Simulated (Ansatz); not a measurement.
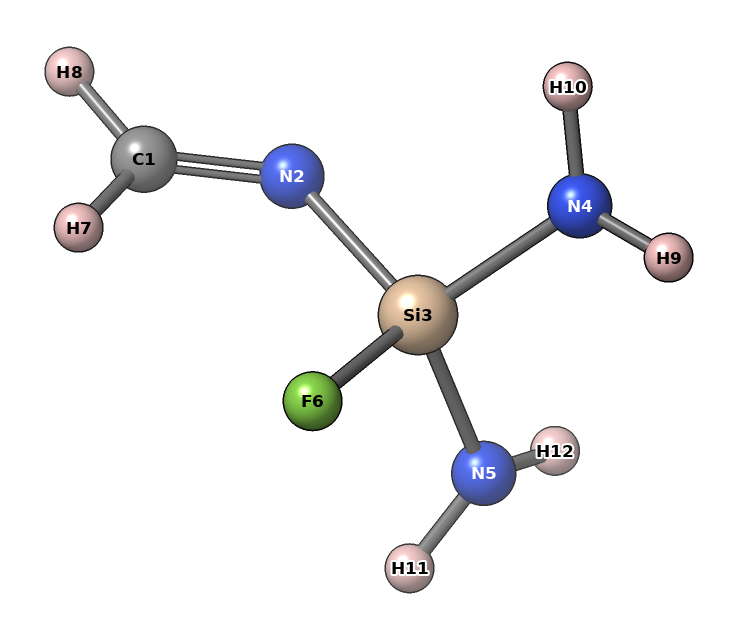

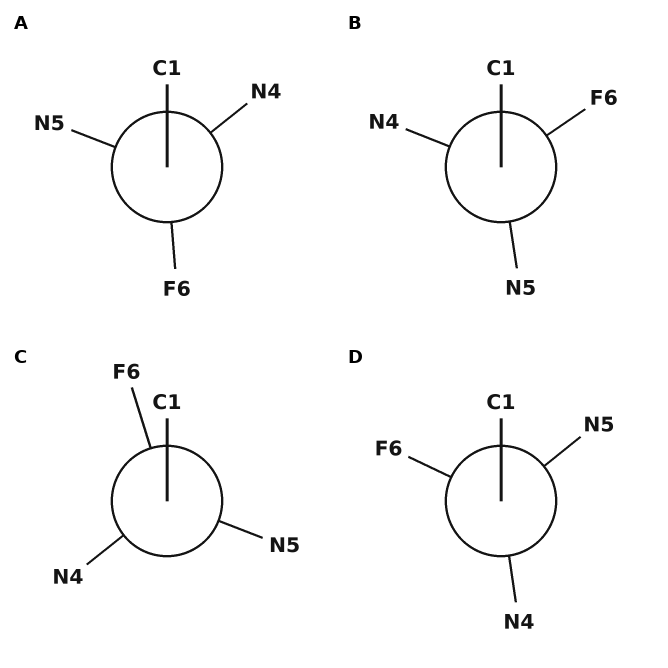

Atoms fade into the background with distance from the viewer. Bonds that would overlap in a projection are set slightly apart. The geometry was computed by an optimisation with PBE-D4/def2-SVP. No frequency run is at hand to confirm it as a minimum.

Which Newman projection shows the view along N2–Si3, with N2 in front?

Answer. C. The torsion angle C1–N2–Si3–F6 is −5°, synperiplanar (eclipsed).
